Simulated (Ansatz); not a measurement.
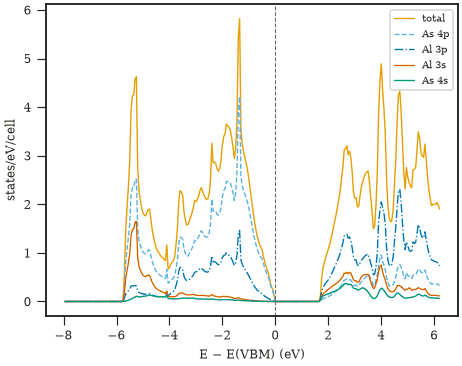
Figure: Total and projected density of states of AlAs (wurtzite, P6_3mc), DFT-LDA in the program Ansatz with PAW potentials

Question: Which orbitals carry the states next to the gap?

Answer: Top 1 eV of the valence band: As 4p 80 %, Al 3p 17 %. Bottom 1 eV of the conduction band: Al 3p 43 %, Al 3s 21 %, As 4s 13 %, As 4p 12 %, outside the projected shells 12 %. Projections are on Löwdin-orthogonalised atomic valence shells; empty p or d shells of many metals are not among them.

Question: Where is the tallest occupied peak in this window, and what makes it?

Answer: Near -1.3 eV, about 5.8 states/eV per cell; the largest projected share is As 4p.

The workflow started from a Materials Project entry (that database holds measured and hypothetical structures alike); the Crystallography Open Database copy checked does not list it. It is not the phase usual at ambient conditions (space group No. 216). The LDA relaxation kept the symmetry of its start; of distortions, only those at the zone centre were tested. Spin–orbit coupling is left out wherever it is not named.

Potentials: the later of the program's two PAW sets.
